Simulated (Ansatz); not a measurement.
One crystal and one scan (generalised stacking-fault energy along a line) at two levels, PBE (plane waves to 420 eV, PAW, scalar-relativistic; Ansatz, a first-principles code) and PBEsol (plane waves to 420 eV, PAW, scalar-relativistic; Ansatz), each from its own relaxed cell and on its own mesh. The cell shown is that of PBE.

Generalised stacking fault of ZnSe (zinc blende) on the {111} plane, shuffle cut. The cell below holds the perfect crystal with the plane normal along z; tilting its third vector by the shift puts one fault into each cell, between planes 2.48 Å apart, at fixed cell height.

```
CELL_PARAMETERS angstrom
      4.05385     0.00000     0.00000
      2.02693     3.51074     0.00000
      0.00000     0.00000     9.92988
ATOMIC_POSITIONS crystal
  Se 0.66667 0.66667 0.87500
  Se 0.33333 0.33333 0.20833
  Se 0.00000 0.00000 0.54167
  Zn 0.00000 0.00000 0.79167
  Zn 0.66667 0.66667 0.12500
  Zn 0.33333 0.33333 0.45833
```

In-plane vectors a = (4.054, 0.000) Å, b = (2.027, 3.511) Å, area 14.23 Å². The shift is s times the vector a + b (length 7.021 Å), so s = 1 restores the start. Atoms relax along the normal only. γ = [E(shift) − E(0)] / area.

Energies are extrapolated to zero smearing. The PAW data are Ansatz's earlier set. ZnSe was relaxed with its symmetry unable to fall. Faults lie only 9.8 Å apart, and holding the cell height raises γ above its relaxed value. Faults lie only 9.9 Å apart, and holding the cell height raises γ above its relaxed value. Percentages come from the unrounded values. Both scans cover s from 0.000 to 0.917.

| quantity | PBE | PBEsol | PBE − PBEsol |
|---|---|---|---|
| Lattice constant a (Å) | 5.733 | 5.634 | +0.099 (+1.8 %) |
| Band gap of the relaxed cell, no spin-orbit coupling (eV) | 1.15 | 1.23 | -0.08 (-7 %) |
| Highest computed γ on the line (mJ/m²) | 1063 | 1135 | -72 (-6.4 %) |
| γ at the local minimum along the line, s = 0.583 (mJ/m²) | 713 | 719 | -6 (-0.9 %) |
| Steepest slope dγ/d(shift) before the first maximum (spline) (GPa) | 8.1 | 8.9 | -0.8 (-9 %) |

PBE gives the higher value for: lattice constant a. PBE gives the lower value for: band gap of the relaxed cell, no spin-orbit coupling; highest computed γ on the line; steepest slope dγ/d(shift) before the first maximum. They agree on: γ at the local minimum along the line, s = 0.583 (within 1.5 %). Both give the same position of the highest point: s = 0.333. Neither level is exact: the differences show how much the result hangs on the functional.

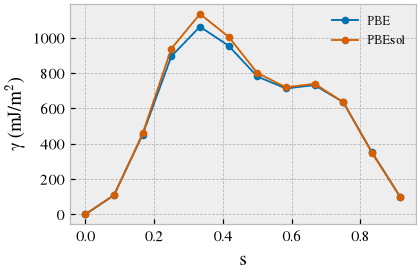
Fig. 1. γ, each from zero shift of its own level.

(The slope of γ gives the shear force per area between the displaced halves; near zero shift its curvature is an elastic stiffness.)
